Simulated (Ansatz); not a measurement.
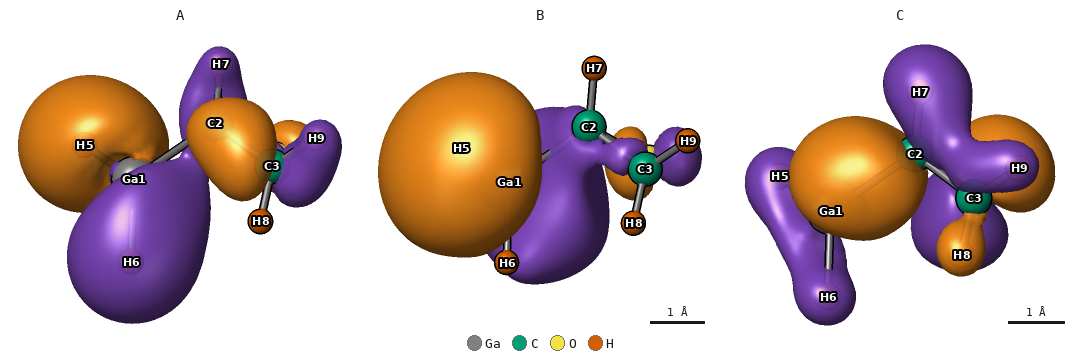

The picture shows: C₂H₅GaO (SMILES [GaH2][CH]1CO1). Three frontier orbitals at ±0.08 Å⁻³ᐟ² (orange and purple are the two phases), in no order.

All numbers below come from RKS revPBE-D4/def2-SVP in Ansatz 0.2.0.

```yaml
atoms:
  - { symbol: Ga, position_ang: [-0.7055, 1.2016, -0.8530] }
  - { symbol: C, position_ang: [0.6987, -0.0224, -0.1711] }
  - { symbol: C, position_ang: [0.3220, -0.8682, 0.9867] }
  - { symbol: O, position_ang: [-0.0451, -1.3037, -0.3265] }
  - { symbol: H, position_ang: [-0.6361, 1.7856, -2.3221] }
  - { symbol: H, position_ang: [-1.9734, 1.3488, 0.0832] }
  - { symbol: H, position_ang: [1.7483, -0.0893, -0.5186] }
  - { symbol: H, position_ang: [-0.5112, -0.5660, 1.6506] }
  - { symbol: H, position_ang: [1.1023, -1.4865, 1.4707] }
```

> Which picture is the HOMO−1, the HOMO and the LUMO?

A is the HOMO−1 (−7.10 eV). By Hirshfeld shares it lies mainly on Ga1 (about 30 %), H5 (about 25 %), H6 (about 20 %), C3 (about 5 %) and C2 (about 5 %). C is the HOMO (−5.86 eV). Its weight (Hirshfeld) is mainly on O4 (about 50 %), C2 (about 20 %) and Ga1 (about 15 %). B is the LUMO (−2.11 eV). Its weight (Hirshfeld) is mainly on Ga1 (about 75 %), O4 (about 10 %) and C2 (about 5 %).

> What is the HOMO–LUMO gap?

3.75 eV between the orbital energies.
